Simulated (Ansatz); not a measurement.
## Electronic structure of F$_{2}$H$_{4}$OSi$_{2}$···HBr in real space

Input file:

```
crystal:
  periodic: [false, false, false]
  atoms:
    - { symbol: Si, position_ang: [0.0, 0.0, 0.0] }
    - { symbol: H, position_ang: [0.0, 0.0, 1.81] }
    - { symbol: F, position_ang: [1.4994, 0.0, -0.5295] }
    - { symbol: O, position_ang: [-0.7913, 1.3709, -0.5594] }
    - { symbol: Si, position_ang: [-2.4002, 1.4263, -1.0396] }
    - { symbol: H, position_ang: [-3.2124, 0.6421, -0.1138] }
    - { symbol: H, position_ang: [-2.862, 2.8114, -1.0378] }
    - { symbol: H, position_ang: [-2.5267, 0.8736, -2.385] }
    - { symbol: F, position_ang: [-0.7489, -1.2974, -0.5295] }
    - { symbol: Br, position_ang: [1.3622, -2.0686, 0.823] }
    - { symbol: H, position_ang: [0.5154, -0.7826, 1.9196] }
basis:
  gaussian: { orbitals: def2-SVP }
hamiltonian:
  xc: pbe0
  dispersion: d4
relax:
  f_tol: 0.15
  max_steps: 25
  restrain:
    - { distance: [0, 9], at: 3.51, k: 30.0 }
    - { distance: [10, 1], at: 1.86, k: 30.0 }
    - { distance: [0, 1], at: 1.46, k: 30.0 }
    - { distance: [10, 9], at: 1.55, k: 30.0 }
output:
  orbitals: {}
```

Run with:

```sh
ansatz run input.yaml --threads 4 --pin off --max-ram 5120MiB --backend cpu --events-out ev --progress --plain --runs-dir out
```

The fields are those of the run's last geometry, not of the input's.

Not at a stationary point (largest force 1.7 eV/Å).

All numbers below come from RKS PBE0-D4/def2-SVP (Ansatz 0.2.0).

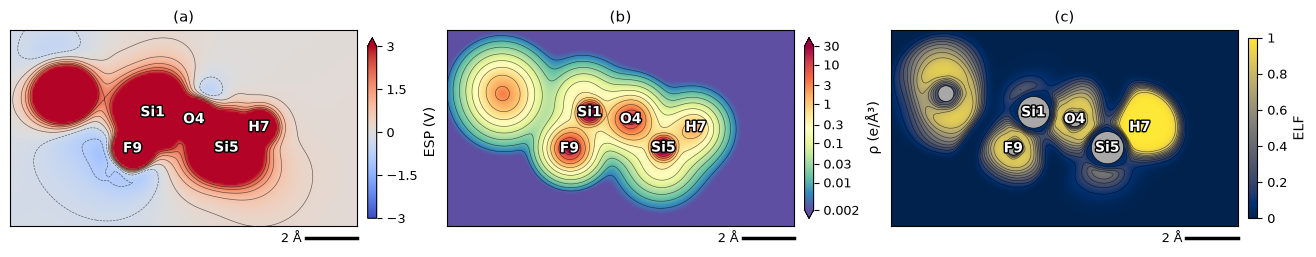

Figure 1. (a) molecular electrostatic potential; (b) total electron density; (c) electron localisation function on the plane of atoms Si1, O4 and Si5. Grey discs cover the atomic cores in the ELF map.

What do the fields say about this system?

Answer. The section cuts through Si, O, H and F sites.
Si–F (1.61 Å): ρ at the midpoint is about 1.1 e/Å³; the ELF peaks at about 0.85 in the valence shell of F, 0.6 Å from its nucleus, and is about 0.45 at the midpoint.
Si–O (1.62 Å): ρ at the midpoint is about 1.1 e/Å³; the ELF peaks at about 0.85 between the atoms, as expected for a short, strongly polar bond.
Si–H (1.49 Å): the density is about 0.77 e/Å³ at the midpoint; the ELF climbs to about 1 towards the hydrogen, as it does in any bond to H.
Si–O (1.67 Å): the density is about 0.99 e/Å³ at the midpoint; the ELF peaks at about 0.85 between the atoms; a shared but strongly polarised pair.
The ELF also peaks beside F9, O4 and Br10, away from the bonds: lone-pair regions.
Outside the dense part of the complex the potential is most negative (−1.1 V) near F9.

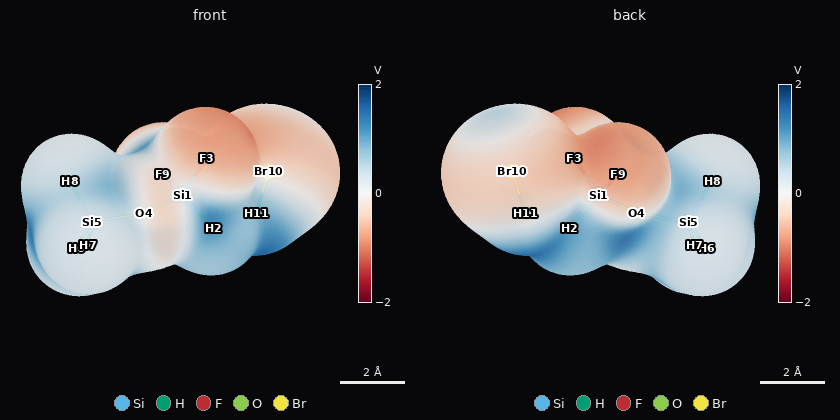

Figure 2. The electrostatic potential painted on the density surface at 0.001 e/bohr³, seen from the front and from behind; red is negative and blue positive.

Which sites attract a positive test charge, and which a negative one?

Answer. A positive charge is drawn to the negative regions and a negative charge to the positive ones. The most negative region (about −0.9 V) lies over F3 and F9, the most positive (about +1.5 V) over Si1 and H11. Br10 shows a σ-hole: about +0.5 V at the tip opposite its bond, against about −0.5 V on its flanks.

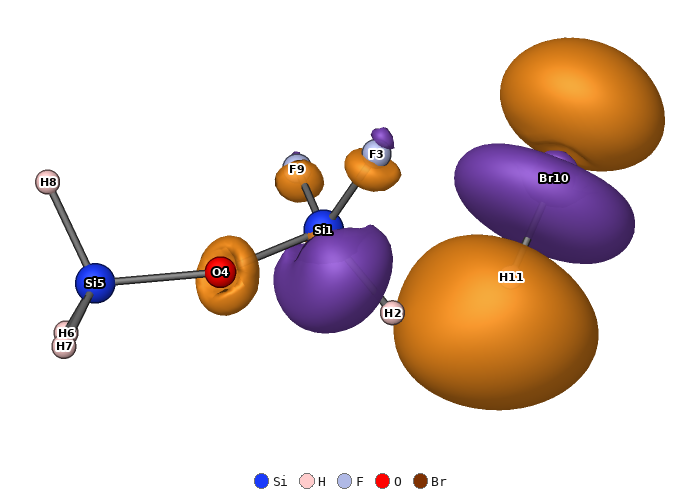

Figure 3. The LUMO at ±0.1 Å⁻³ᐟ² (orange and purple are the two phases), seen at a tilt.

Where does this orbital lie, and at what energy?

Answer. By Hirshfeld shares it lies mainly on Br10 (about 40 %), H11 (about 35 %), Si1 (about 10 %) and H2 (about 10 %). Its energy is −0.66 eV.
